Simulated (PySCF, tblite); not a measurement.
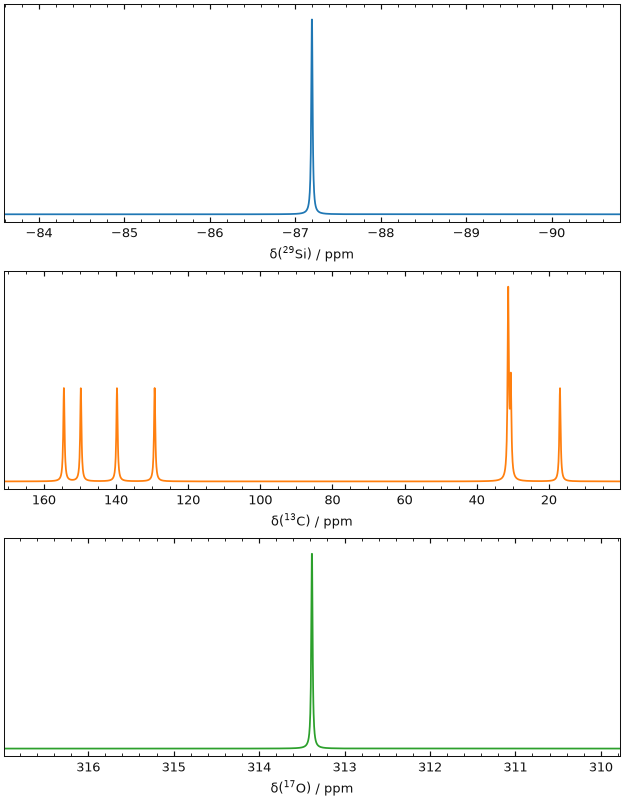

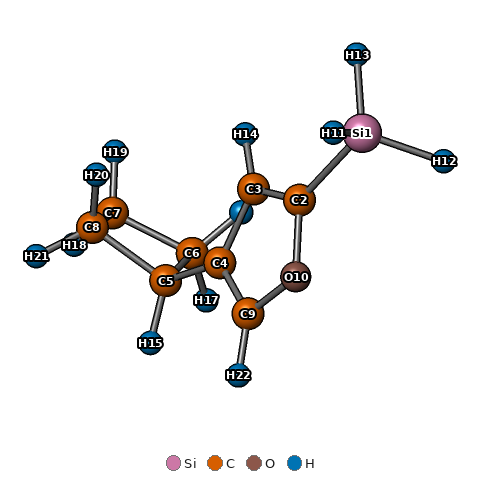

Spectrum and numbered structure of C₈H₁₂OSi, SMILES [SiH3]c1cc(C2CCC2)co1. GIAO shifts, PBE0/pcSseg-1 with PySCF 2.14.0, at a GFN2-xTB geometry (a minimum by its frequencies), against TMS for ²⁹Si, TMS for ¹³C and H₂O for ¹⁷O computed at the same level (¹⁷O: a single water molecule, while the usual scale starts at liquid water and gives values some tens of ppm lower). Gas phase, fully decoupled, line heights follow the number of nuclei, widths are arbitrary (no quadrupolar broadening); values of one conformer, averaged over methyl-type rotors and exact or near symmetry; other conformers aren't averaged in.

Where does the ²⁹Si line lie?

Answer. At −87.2 ppm (Si1).

Assign the ¹³C signals to the numbered atoms.

Answer.
```csv
δ (ppm),nuclei,atoms
154.4,1,C2
149.7,1,C9
139.7,1,C4
129.3,1,C3
31.3,2,"C6, C8"
30.6,1,C5
16.9,1,C7
```

The order of signals that lie close, as those under 2 ppm apart, is within the error of the method.

Where does the ¹⁷O line lie?

Answer. At 313.4 ppm (O10).

Known limits of this run: the tight-binding geometry is rougher than a DFT one and adds to the error.
